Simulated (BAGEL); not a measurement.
# A workflow on C2H3ClSi (SMILES ClC1=C[SiH2]1)

We compute the energy (HF/def2-SV(P)), then the energy (NEVPT2(2,2)/def2-SV(P)), then the energy (CASPT2(2,2)/def2-SV(P)) of C2H3ClSi. 

Program for the calculation: BAGEL 1.2.2.

1 further run of the same task is left out (set aside as unsound or not needed).

## (1) Starting point

C2H3ClSi: 7 atoms, total charge 0, spin state singlet. As SMILES, `ClC1=C[SiH2]1`. The Si4–H6 distance was set to 1.705 Å, away from the relaxed value.

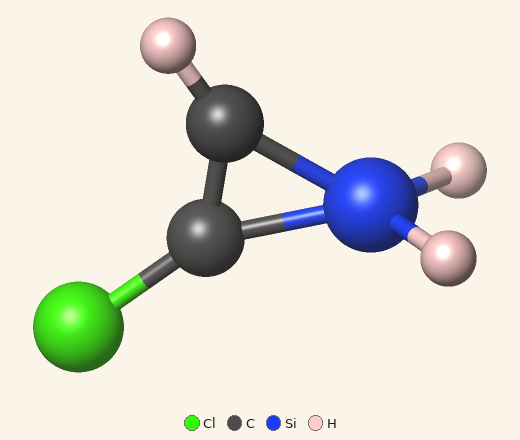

Viewed from a chosen angle; chlorine green, carbon dark grey, silicon blue, hydrogen pink.

## (2) A single-point energy at HF/def2-SV(P) (density fitting with svp-jkfit) (run 1)

input.json reads:

```json
{ "bagel": [

{
  "title": "molecule",
  "basis": "def2-sv_p_.json",
  "df_basis": "svp-jkfit",
  "angstrom": "false",
  "geometry": [
    { "atom": "Cl", "xyz": [    -2.02467525,    -4.65677839,     0.58268193 ] },
    { "atom": "C", "xyz": [    -0.49172941,    -1.87245592,     0.11346294 ] },
    { "atom": "C", "xyz": [     1.76611536,    -0.94667909,     0.68699481 ] },
    { "atom": "Si", "xyz": [    -0.16650755,     1.32401582,    -1.02434116 ] },
    { "atom": "H", "xyz": [     3.44929442,    -1.59636693,     1.64867644 ] },
    { "atom": "H", "xyz": [    -1.58321255,     3.80080615,     0.47016386 ] },
    { "atom": "H", "xyz": [     0.27512145,     1.88072914,    -3.73364151 ] }
  ]
},

{ "title": "hf" },

{ "title": "print", "file": "orbitals.molden", "orbitals": "true" }

]}
```

The basis set def2-SV(P) is read from a file made from the Basis Set Exchange's data (not shown).

Command:

```sh
$ BAGEL_NUM_THREADS=1 BAGEL input.json > input.out
```

Output:

```text
* using 1 threads per process

  ===============================================================
  ===============================================================

  *** Geometry ***

  { "atom" : "Cl", "xyz" : [     -2.024675,     -4.656778,      0.582682 ] },
  { "atom" : "C", "xyz" : [     -0.491729,     -1.872456,      0.113463 ] },
  { "atom" : "C", "xyz" : [      1.766115,     -0.946679,      0.686995 ] },
  { "atom" : "Si", "xyz" : [     -0.166508,      1.324016,     -1.024341 ] },
  { "atom" : "H", "xyz" : [      3.449294,     -1.596367,      1.648676 ] },
  { "atom" : "H", "xyz" : [     -1.583213,      3.800806,      0.470164 ] },
  { "atom" : "H", "xyz" : [      0.275121,      1.880729,     -3.733642 ] },

  Number of auxiliary basis functions:      460

  Since a DF basis is specified, we compute 2- and 3-index integrals:
    o Being stored without compression. Storage requirement is 0.018 GB

  Number of basis functions:       70
  Number of electrons      :       46

    * METHOD: MOLECULE                             0.18

  *** RHF ***

  === Nuclear Repulsion ===
   179.0373913947

      * DIIS with orbital gradients will be used.

  === RHF iteration (def2-sv_p_.json) ===
      0       -825.41425496          0.01322201           0.05
      1       -825.49278162          0.00679344           0.05
      2       -825.51073548          0.00150051           0.05
      3       -825.51258952          0.00038317           0.05
      4       -825.51269873          0.00014823           0.05
      5       -825.51272295          0.00006890           0.05
      6       -825.51272769          0.00002758           0.05
      7       -825.51272869          0.00000921           0.05
      8       -825.51272880          0.00000384           0.05
      9       -825.51272881          0.00000205           0.05
     10       -825.51272882          0.00000069           0.05
     11       -825.51272882          0.00000027           0.05
     12       -825.51272882          0.00000013           0.05
     13       -825.51272882          0.00000004           0.05
     14       -825.51272882          0.00000001           0.05
     15       -825.51272882          0.00000001           0.05
    * SCF iteration converged.

    * Permanent dipole moment:
           (   -0.364499,    -0.394998,     0.155294) a.u.

    * METHOD: HF                                   0.94

    * METHOD: PRINT                                0.01

  ===============================================================
```

Wall time 1.3 s (1 thread of Arm Neoverse V1, shared host); peak memory 0.14 GiB.

## (3) The energy at NEVPT2(2,2)/def2-SV(P) (density fitting with svp-jkfit) (run 2)

Changes to input.json since step 2:

```diff
@@ -18,5 +18,22 @@
 
-{ "title": "hf" },
+{
+  "title": "hf"
+},
 
-{ "title": "print", "file": "orbitals.molden", "orbitals": "true" }
+{
+  "title": "nevpt2",
+  "nstate": 1,
+  "nact": 2,
+  "nclosed": 22,
+  "active": [20, 26],
+  "maxiter": 200,
+  "natocc": "true",
+  "ncore": 12
+},
+
+{
+  "title": "print",
+  "file": "orbitals.molden",
+  "orbitals": "true"
+}
```

The basis set def2-SV(P) is read from a file made from the Basis Set Exchange's data (not shown).

Command:

```sh
$ BAGEL_NUM_THREADS=1 BAGEL input.json > input.out
```

Output:

```text
* using 1 threads per process

  ===============================================================
  ===============================================================

  *** Geometry ***

  { "atom" : "Cl", "xyz" : [     -2.024675,     -4.656778,      0.582682 ] },
  { "atom" : "C", "xyz" : [     -0.491729,     -1.872456,      0.113463 ] },
  { "atom" : "C", "xyz" : [      1.766115,     -0.946679,      0.686995 ] },
  { "atom" : "Si", "xyz" : [     -0.166508,      1.324016,     -1.024341 ] },
  { "atom" : "H", "xyz" : [      3.449294,     -1.596367,      1.648676 ] },
  { "atom" : "H", "xyz" : [     -1.583213,      3.800806,      0.470164 ] },
  { "atom" : "H", "xyz" : [      0.275121,      1.880729,     -3.733642 ] },

  Number of auxiliary basis functions:      460

  Since a DF basis is specified, we compute 2- and 3-index integrals:
    o Being stored without compression. Storage requirement is 0.018 GB

  Number of basis functions:       70
  Number of electrons      :       46

    * METHOD: MOLECULE                             0.18

  *** RHF ***

  === Nuclear Repulsion ===
   179.0373913947

      * DIIS with orbital gradients will be used.

  === RHF iteration (def2-sv_p_.json) ===
      0       -825.41425496          0.01322201           0.05
      1       -825.49278162          0.00679344           0.05
      2       -825.51073548          0.00150051           0.05
      3       -825.51258952          0.00038317           0.05
      4       -825.51269873          0.00014823           0.05
      5       -825.51272295          0.00006890           0.05
      6       -825.51272769          0.00002758           0.05
      7       -825.51272869          0.00000921           0.05
      8       -825.51272880          0.00000384           0.05
      9       -825.51272881          0.00000205           0.05
     10       -825.51272882          0.00000069           0.05
     11       -825.51272882          0.00000027           0.05
     12       -825.51272882          0.00000013           0.05
     13       -825.51272882          0.00000004           0.05
     14       -825.51272882          0.00000001           0.05
     15       -825.51272882          0.00000001           0.05
    * SCF iteration converged.

    * Permanent dipole moment:
           (   -0.364499,    -0.394998,     0.155294) a.u.

    * METHOD: HF                                   0.90

    * freezing 12 orbitals
  ---------------------------
      CASSCF calculation
  ---------------------------

    ==== Active orbitals : =====
         Orbital 20
         Orbital 26
    ============================

    * nstate   :      1
    * nclosed  :     22
    * nact     :      2
    * nvirt    :     46
  === CASSCF iteration (def2-sv_p_.json) ===

    * Using the second-order algorithm

      0  0      -825.51403416     2.98e-04      0.02

      1  0      -825.52932970     9.84e-04      0.21

      2  0      -825.53101170     1.23e-04      0.23

      3  0      -825.53103430     3.74e-05      0.26

      4  0      -825.53103494     9.69e-06      0.25

      5  0      -825.53103497     2.33e-06      0.27

      6  0      -825.53103497     5.43e-07      0.25

      7  0      -825.53103497     1.25e-07      0.26

      8  0      -825.53103497     2.87e-08      0.22

      9  0      -825.53103497     6.58e-09      0.21

    * Second-order optimization converged. *

     guess   0:   closed 1.                   open ..

  === FCI iteration ===

      0  0      -825.51243716     7.06e-02      0.00
      1  0      -825.53103036     8.78e-04      0.00
      2  0 *    -825.53103497     4.36e-16      0.00

     * ci vector, state   0, <S^2> = 0.0000
       2.     0.9914269553
       .2    -0.1306621303

  === DF-NEVPT2 calculation ===

    * 3-index integral transformation done
    * assembly done

      NEVPT2 correlation energy:   -0.4498776617      0.09

          (+0)     -0.4225522224
          (+0)'    -0.0036707083
          (+1)     -0.0067091969
          (+1)'    -0.0000000000
          (+2)     -0.0001964507
          (-1)     -0.0133273879
          (-1)'     0.0000000000
          (-2)     -0.0034216955

      NEVPT2 total energy:       -825.9809126316

    * METHOD: NEVPT2                               2.46

    * METHOD: PRINT                                0.01

  ===============================================================
```

Run time: 3.9 s. Hardware: 1 thread of Arm Neoverse V1, shared host; peak memory 0.14 GiB.

## (4) The energy at CASPT2(2,2)/def2-SV(P) (density fitting with svp-jkfit) (run 3)

caspt2.json reads:

```json
{ "bagel": [

{
  "title": "molecule",
  "basis": "def2-sv_p_.json",
  "df_basis": "svp-jkfit",
  "geometry": [
    { "atom": "Cl", "xyz": [ -2.02467525, -4.65677839,  0.58268193 ] },
    { "atom": "C", "xyz": [ -0.49172941, -1.87245592,  0.11346294 ] },
    { "atom": "C", "xyz": [  1.76611536, -0.94667909,  0.68699481 ] },
    { "atom": "Si", "xyz": [ -0.16650755,  1.32401582, -1.02434116 ] },
    { "atom": "H", "xyz": [  3.44929442, -1.59636693,  1.64867644 ] },
    { "atom": "H", "xyz": [ -1.58321255,  3.80080615,  0.47016386 ] },
    { "atom": "H", "xyz": [  0.27512145,  1.88072914, -3.73364151 ] }
  ]
},
{
  "title": "hf"
},
{
  "title": "casscf",
  "nstate": 1,
  "nact": 2,
  "nclosed": 22,
  "active": [20, 26],
  "maxiter": 200,
  "natocc": true
},
{
  "title": "print",
  "file": "orbitals.molden",
  "orbitals": true
},
{
  "title": "smith",
  "method": "caspt2",
  "ms": true,
  "xms": true,
  "sssr": true,
  "shift": 0.2,
  "shift_imag": true,
  "ncore": 12
}

]}
```

The basis set def2-SV(P) is read from a file made from the Basis Set Exchange's data (not shown).

Command:

```sh
$ BAGEL_NUM_THREADS=1 BAGEL caspt2.json > caspt2.out
```

Output:

```text
* using 1 threads per process

  ===============================================================
  ===============================================================

  *** Geometry ***

  { "atom" : "Cl", "xyz" : [     -2.024675,     -4.656778,      0.582682 ] },
  { "atom" : "C", "xyz" : [     -0.491729,     -1.872456,      0.113463 ] },
  { "atom" : "C", "xyz" : [      1.766115,     -0.946679,      0.686995 ] },
  { "atom" : "Si", "xyz" : [     -0.166508,      1.324016,     -1.024341 ] },
  { "atom" : "H", "xyz" : [      3.449294,     -1.596367,      1.648676 ] },
  { "atom" : "H", "xyz" : [     -1.583213,      3.800806,      0.470164 ] },
  { "atom" : "H", "xyz" : [      0.275121,      1.880729,     -3.733642 ] },

  Number of auxiliary basis functions:      460

  Since a DF basis is specified, we compute 2- and 3-index integrals:
    o Being stored without compression. Storage requirement is 0.018 GB

  Number of basis functions:       70
  Number of electrons      :       46

    * METHOD: MOLECULE                             0.19

  *** RHF ***

  === Nuclear Repulsion ===
   179.0373913947

      * DIIS with orbital gradients will be used.

  === RHF iteration (def2-sv_p_.json) ===
      0       -825.41425496          0.01322201           0.05
      1       -825.49278162          0.00679344           0.05
      2       -825.51073548          0.00150051           0.04
      3       -825.51258952          0.00038317           0.04
      4       -825.51269873          0.00014823           0.05
      5       -825.51272295          0.00006890           0.05
      6       -825.51272769          0.00002758           0.05
      7       -825.51272869          0.00000921           0.05
      8       -825.51272880          0.00000384           0.04
      9       -825.51272881          0.00000205           0.05
     10       -825.51272882          0.00000069           0.05
     11       -825.51272882          0.00000027           0.05
     12       -825.51272882          0.00000013           0.05
     13       -825.51272882          0.00000004           0.05
     14       -825.51272882          0.00000001           0.05
     15       -825.51272882          0.00000001           0.04
    * SCF iteration converged.

    * Permanent dipole moment:
           (   -0.364499,    -0.394998,     0.155294) a.u.

    * METHOD: HF                                   0.86

  ---------------------------
      CASSCF calculation
  ---------------------------

    ==== Active orbitals : =====
         Orbital 20
         Orbital 26
    ============================

    * nstate   :      1
    * nclosed  :     22
    * nact     :      2
    * nvirt    :     46
  === CASSCF iteration (def2-sv_p_.json) ===

    * Using the second-order algorithm

      0  0      -825.51403416     2.98e-04      0.02

      1  0      -825.52932970     9.84e-04      0.22

      2  0      -825.53101170     1.23e-04      0.22

      3  0      -825.53103430     3.74e-05      0.24

      4  0      -825.53103494     9.69e-06      0.24

      5  0      -825.53103497     2.33e-06      0.26

      6  0      -825.53103497     5.43e-07      0.25

      7  0      -825.53103497     1.25e-07      0.26

      8  0      -825.53103497     2.87e-08      0.22

      9  0      -825.53103497     6.58e-09      0.23

    * Second-order optimization converged. *

     guess   0:   closed 1.                   open ..

  === FCI iteration ===

      0  0      -825.51243716     7.06e-02      0.00
      1  0      -825.53103036     8.78e-04      0.00
      2  0 *    -825.53103497     4.36e-16      0.00

     * ci vector, state   0, <S^2> = 0.0000
       2.     0.9914269553
       .2    -0.1306621303

    * METHOD: CASSCF                               2.27

    * METHOD: PRINT                                0.01

  === SMITH program ===

    * freezing 12 orbitals

    * Approximate memory requirement for SMITH calulation per MPI process:
      o Storage requirement for T-amplitude, lambda, and residual is 0.01 GB
      o Storage requirement for MO integrals is 0.00 GB
    * Calculating and saving rdm4f

    * Zeroth order energy : state  0       -0.9376706362

    * CASPT2 iteration is performed using orthogonal basis

      -------------------------------------------  CASPT2 iteration  ---------------------------------------------------
       #      aibj      arbs      arbi      airj      risj      airs      arst      rist         Etot      error   time
      ------------------------------------------------------------------------------------------------------------------

       0  -0.42084  -0.00437  -0.01375  -0.00764  -0.00031  -0.00315  -0.00000  -0.00000   -0.4500664  0.0012316   0.04
       1  -0.42112  -0.00440  -0.01380  -0.00786  -0.00034  -0.00324   0.00000  -0.00000   -0.4507660  0.0002261   0.03
       2  -0.42113  -0.00440  -0.01381  -0.00787  -0.00034  -0.00323  -0.00000  -0.00000   -0.4507880  0.0000539   0.03
       3  -0.42113  -0.00440  -0.01381  -0.00787  -0.00035  -0.00323   0.00000  -0.00000   -0.4507890  0.0000123   0.03
       4  -0.42113  -0.00440  -0.01381  -0.00787  -0.00035  -0.00323   0.00000  -0.00000   -0.4507891  0.0000026   0.03
       5  -0.42113  -0.00440  -0.01381  -0.00787  -0.00035  -0.00323  -0.00000  -0.00000   -0.4507891  0.0000005   0.04

      ------------------------------------------------------------------------------------------------------------------

    * CASPT2 energy : state  0     -825.9851003626
        w/o shift correction       -825.9818240712
        reference weight              0.8479330532

    * METHOD: SMITH                                0.33

  ===============================================================
```

Wall time 3.9 s (1 thread of Arm Neoverse V1, shared host); peak memory 0.14 GiB.

## (5) Results

| quantity | value |
| --- | --- |
| run 1, HF/def2-SV(P): total energy | -825.51273 Eh |
| run 1, HF/def2-SV(P): dipole moment | 1.42 D |
| run 1, HF/def2-SV(P): HOMO energy | -10.33 eV |
| run 1, HF/def2-SV(P): LUMO energy | 3.25 eV |
| run 1, HF/def2-SV(P): HOMO–LUMO gap | 13.59 eV |
| run 2, NEVPT2(2,2)/def2-SV(P): total energy | -825.98091 Eh |
| run 3, CASPT2(2,2)/def2-SV(P): total energy | -825.98510 Eh |
